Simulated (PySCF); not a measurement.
# CCSD(T)/def2-mTZVPP (core potential) run of SnNH5 (Sn(NH2)H3)

Aim: the vertical ionisation energy of SnNH5 (Sn(NH2)H3) at CCSD(T)/def2-mTZVPP (core potential), from 2 runs. Input form: a Python script.

The results are computed with PySCF 2.14.0.

2 further runs of the same task are left out: 2 set aside as unsound or not needed.

## Step 1: The system as given

SnNH5: 7 atoms, total charge 0, spin state singlet. SMILES: `[H][Sn]([H])([H])[NH2]`. The shape comes from GFN2-xTB, which is rough for such elements, and wasn't checked as a minimum.

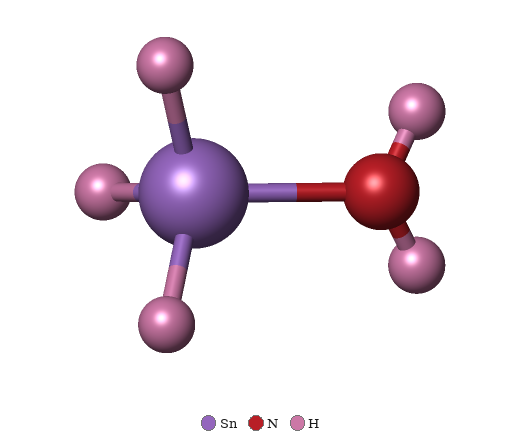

Viewed from a chosen angle; tin purple, nitrogen red, hydrogen pink.

## Step 2: A single-point energy at CCSD(T)/def2-mTZVPP (core potential)

job.py reads:

```python
from pyscf import gto, scf, cc

molecule = gto.M(
    atom='''
Sn  -0.002930   0.001590  -0.763630
N    0.111900   0.224860   1.218650
H    0.691400  -0.443590   1.706560
H   -0.767260   0.270880   1.712930
H    1.563610  -0.007840  -1.282300
H   -0.813190   1.336030  -1.296130
H   -0.783530  -1.381930  -1.296080
''',
    basis='def2-mtzvpp',
    ecp={'Sn': 'def2-svp'},
    symmetry=True,
    verbose=4,
    max_memory=1860,
)

mf = scf.RHF(molecule)
mf.kernel()

mycc = cc.CCSD(mf, frozen=5)
mycc.kernel()
e_t = mycc.ccsd_t()
e_final = mycc.e_tot + e_t
print('Final energy', e_final)
```

Command:

```sh
OMP_NUM_THREADS=1 python job.py
```

Log:

```text
PySCF version 2.14.0

[INPUT] num. atoms = 7
[INPUT] num. electrons = 34
[INPUT] charge = 0
[INPUT] spin (= nelec alpha-beta = 2S) = 0
[INPUT] symmetry True subgroup None
[INPUT] Mole.unit = angstrom
[INPUT] Symbol           X                Y                Z      unit          X                Y                Z       unit  Magmom
[INPUT]  1 Sn    -0.002930000000   0.001590000000  -0.763630000000 AA   -0.005536897545   0.003004664538  -1.443051560502 Bohr   0.0
[INPUT]  2 N      0.111900000000   0.224860000000   1.218650000000 AA    0.211460353339   0.424923816370   2.302914741701 Bohr   0.0
[INPUT]  3 H      0.691400000000  -0.443590000000   1.706560000000 AA    1.306556642524  -0.838263611596   3.224931015138 Bohr   0.0
[INPUT]  4 H     -0.767260000000   0.270880000000   1.712930000000 AA   -1.449911266334   0.511889012622   3.236968570551 Bohr   0.0
[INPUT]  5 H      1.563610000000  -0.007840000000  -1.282300000000 AA    2.954794665631  -0.014815452817  -2.423195809530 Bohr   0.0
[INPUT]  6 H     -0.813190000000   1.336030000000  -1.296130000000 AA   -1.536706387235   2.524730794203  -2.449330721833 Bohr   0.0
[INPUT]  7 H     -0.783530000000  -1.381930000000  -1.296080000000 AA   -1.480657110380  -2.611469223320  -2.449236235526 Bohr   0.0

nuclear repulsion = 83.6903656802611
point group symmetry = C1
symmetry origin: [0. 0. 0.]
symmetry axis x: [1. 0. 0.]
symmetry axis y: [0. 1. 0.]
symmetry axis z: [0. 0. 1.]
num. orbitals of irrep A = 85
number of shells = 39
number of NR pGTOs = 151
number of NR cGTOs = 85
basis = def2-mtzvpp
ecp = {'Sn': 'def2-svp'}

******** <class 'pyscf.scf.hf.RHF'> ********
method = RHF
initial guess = minao
damping factor = 0
level_shift factor = 0
DIIS = <class 'pyscf.scf.diis.CDIIS'>
diis_start_cycle = 1
diis_space = 8
diis_damp = 0
SCF conv_tol = 1e-09
SCF conv_tol_grad = None
SCF max_cycles = 50
direct_scf = True
direct_scf_tol = 1e-13
Set gradient conv threshold to 3.16228e-05
Initial guess from minao.
init E= -233.070382965745
  HOMO = -0.613112328140366  LUMO = -0.3449630658824  gap/eV = 7.29671
cycle= 1 E= -270.087527891641  delta_E=  -37  |g|= 2.12  |ddm|= 31.7
  HOMO = -0.294588324101353  LUMO = 0.114657869835325  gap/eV = 11.13616
cycle= 2 E= -270.56504174642  delta_E= -0.478  |g|= 1.04  |ddm|= 3.99
  HOMO = -0.380475824215312  LUMO = 0.0869971934578011  gap/eV = 12.72059
cycle= 3 E= -270.697498027842  delta_E= -0.132  |g|= 0.0903  |ddm|= 0.97
  HOMO = -0.387715383448556  LUMO = 0.0852785266948271  gap/eV = 12.87082
cycle= 4 E= -270.699167581355  delta_E= -0.00167  |g|= 0.0156  |ddm|= 0.151
  HOMO = -0.38577782750265  LUMO = 0.0856788660954297  gap/eV = 12.82899
cycle= 5 E= -270.699326613119  delta_E= -0.000159  |g|= 0.00612  |ddm|= 0.0407
  HOMO = -0.387502717760736  LUMO = 0.0853968186436163  gap/eV = 12.86825
cycle= 6 E= -270.699347033095  delta_E= -2.04e-05  |g|= 0.00259  |ddm|= 0.0109
  HOMO = -0.387108942284927  LUMO = 0.0853515387634616  gap/eV = 12.85630
cycle= 7 E= -270.699351487695  delta_E= -4.45e-06  |g|= 0.000735  |ddm|= 0.00585
  HOMO = -0.387142322529293  LUMO = 0.0853330987512564  gap/eV = 12.85671
cycle= 8 E= -270.699352071155  delta_E= -5.83e-07  |g|= 0.000129  |ddm|= 0.00272
  HOMO = -0.387147551813854  LUMO = 0.0853322651411492  gap/eV = 12.85683
cycle= 9 E= -270.699352087611  delta_E= -1.65e-08  |g|= 3.1e-05  |ddm|= 0.000389
  HOMO = -0.387151181975275  LUMO = 0.0853315506574646  gap/eV = 12.85691
cycle= 10 E= -270.699352088495  delta_E= -8.84e-10  |g|= 6.43e-06  |ddm|= 9.08e-05
  HOMO = -0.387152055646295  LUMO = 0.0853317652605252  gap/eV = 12.85694
Extra cycle  E= -270.699352088525  delta_E= -3.01e-11  |g|= 3.03e-06  |ddm|= 1.09e-05
converged SCF energy = -270.699352088525

******** <class 'pyscf.cc.ccsd.CCSD'> ********
CC2 = 0
CCSD nocc = 12, nmo = 80
frozen orbitals 5
max_cycle = 50
direct = 0
conv_tol = 1e-07
conv_tol_normt = 1e-05
diis_space = 6
diis_start_cycle = 0
diis_start_energy_diff = 1e+09
Init t2, MP2 energy = -271.058322551225  E_corr(MP2) -0.358970462699371
Init E_corr(CCSD) = -0.358970462704394
cycle = 1  E_corr(CCSD) = -0.372935694883578  dE = -0.0139652322  norm(t1,t2) = 0.0510276
cycle = 2  E_corr(CCSD) = -0.383327838047128  dE = -0.0103921432  norm(t1,t2) = 0.0170336
cycle = 3  E_corr(CCSD) = -0.385666781296073  dE = -0.00233894325  norm(t1,t2) = 0.00754733
cycle = 4  E_corr(CCSD) = -0.386687166192707  dE = -0.0010203849  norm(t1,t2) = 0.00246881
cycle = 5  E_corr(CCSD) = -0.386654744128112  dE = 3.24220646e-05  norm(t1,t2) = 0.000757951
cycle = 6  E_corr(CCSD) = -0.386589023916237  dE = 6.57202119e-05  norm(t1,t2) = 0.000250757
cycle = 7  E_corr(CCSD) = -0.386592120055542  dE = -3.09613931e-06  norm(t1,t2) = 0.00011288
cycle = 8  E_corr(CCSD) = -0.38659743726745  dE = -5.31721191e-06  norm(t1,t2) = 4.36807e-05
cycle = 9  E_corr(CCSD) = -0.386595651938964  dE = 1.78532849e-06  norm(t1,t2) = 1.75153e-05
cycle = 10  E_corr(CCSD) = -0.386595874157558  dE = -2.22218594e-07  norm(t1,t2) = 6.6376e-06
cycle = 11  E_corr(CCSD) = -0.386595732191374  dE = 1.41966184e-07  norm(t1,t2) = 1.75996e-06
cycle = 12  E_corr(CCSD) = -0.386595693484702  dE = 3.8706672e-08  norm(t1,t2) = 7.33228e-07
CCSD converged
E(CCSD) = -271.08594778201  E_corr = -0.386595693484702
CCSD(T) correction = -0.0120639392540339
Final energy -271.09801172126396
```

Run time: 34 s. Hardware: 1 thread of Arm Neoverse V2, shared host; peak memory 0.42 GiB.

## Step 3: The doublet cation at the same level

job.py reads:

```python
from pyscf import gto, cc

mol = gto.M(
    atom='''
Sn      -0.002930       0.001590      -0.763630
N        0.111900       0.224860       1.218650
H        0.691400      -0.443590       1.706560
H       -0.767260       0.270880       1.712930
H        1.563610      -0.007840      -1.282300
H       -0.813190       1.336030      -1.296130
H       -0.783530      -1.381930      -1.296080
''',
    ecp={'Sn': 'def2-svp'},
    verbose=4,
    symmetry=True,
    charge=1,
    max_memory=1860,
    basis='def2-mtzvpp',
    spin=1,
)

mf = mol.UHF()
mf.kernel()
if not mf.converged:
    mf = mf.newton().run(mf.mo_coeff, mf.mo_occ)

mycc = cc.CCSD(mf, frozen=5)
mycc.kernel()
e_t = mycc.ccsd_t()
e_tot = mycc.e_tot + e_t
print('E = %.10f Eh' % e_tot)
```

Command:

```sh
OMP_NUM_THREADS=1 python job.py
```

Log:

```text
PySCF version 2.14.0

[INPUT] num. atoms = 7
[INPUT] num. electrons = 33
[INPUT] charge = 1
[INPUT] spin (= nelec alpha-beta = 2S) = 1
[INPUT] symmetry True subgroup None
[INPUT] Mole.unit = angstrom
[INPUT] Symbol           X                Y                Z      unit          X                Y                Z       unit  Magmom
[INPUT]  1 Sn    -0.002930000000   0.001590000000  -0.763630000000 AA   -0.005536897545   0.003004664538  -1.443051560502 Bohr   0.0
[INPUT]  2 N      0.111900000000   0.224860000000   1.218650000000 AA    0.211460353339   0.424923816370   2.302914741701 Bohr   0.0
[INPUT]  3 H      0.691400000000  -0.443590000000   1.706560000000 AA    1.306556642524  -0.838263611596   3.224931015138 Bohr   0.0
[INPUT]  4 H     -0.767260000000   0.270880000000   1.712930000000 AA   -1.449911266334   0.511889012622   3.236968570551 Bohr   0.0
[INPUT]  5 H      1.563610000000  -0.007840000000  -1.282300000000 AA    2.954794665631  -0.014815452817  -2.423195809530 Bohr   0.0
[INPUT]  6 H     -0.813190000000   1.336030000000  -1.296130000000 AA   -1.536706387235   2.524730794203  -2.449330721833 Bohr   0.0
[INPUT]  7 H     -0.783530000000  -1.381930000000  -1.296080000000 AA   -1.480657110380  -2.611469223320  -2.449236235526 Bohr   0.0

[... 94 lines left out ...]
converged SCF energy = -270.400600394025  <S^2> = 0.76255206  2S+1 = 2.0125129
[... 12 lines left out ...]
Init t2, MP2 energy = -0.305535259447759
[... 18 lines left out ...]
UCCSD converged
[... 2 lines left out ...]
E = -270.7535095149 Eh
```

It took 3.1 min on 1 thread of Arm Neoverse V2, shared host; peak memory 1.8 GiB.

## Step 4: Outcome

At CCSD(T)/def2-mTZVPP (core potential), 5 core orbitals frozen:

| quantity | value |
| --- | --- |
| singlet SnNH5: total energy | -271.09801 Eh |
| singlet SnNH5: dipole moment (Hartree–Fock density) | 1.12 D |
| singlet SnNH5: HOMO energy (Hartree–Fock orbitals) | -10.53 eV |
| singlet SnNH5: LUMO energy (Hartree–Fock orbitals) | 2.32 eV |
| singlet SnNH5: HOMO–LUMO gap (Hartree–Fock orbitals) | 12.86 eV |
| singlet SnNH5: correlation energy (5 core orbitals frozen) | -398.7 mEh |
| singlet SnNH5: (T) correction | -12.06 mEh |
| singlet SnNH5: T1 diagnostic | 0.010 |
| doublet cation: total energy | -270.75351 Eh |
| doublet cation: HOMO energy (Hartree–Fock orbitals) (highest over α and β) | -17.41 eV |
| doublet cation: LUMO energy (Hartree–Fock orbitals) (lowest over α and β) | -6.24 eV |
| doublet cation: correlation energy (5 core orbitals frozen) | -352.9 mEh |
| doublet cation: (T) correction | -9.29 mEh |
| doublet cation: ⟨S²⟩ of the reference determinant | 0.763 |
| doublet cation: T1 diagnostic | 0.022 |
| vertical ionisation energy (to the doublet cation) | 9.374 eV |

In words: The vertical ionisation energy comes to 9.37 eV (904 kJ/mol). The triples (singlet SnNH5) make up 3.0 % of the correlation energy. The triples (doublet cation) make up 2.6 % of the correlation energy.
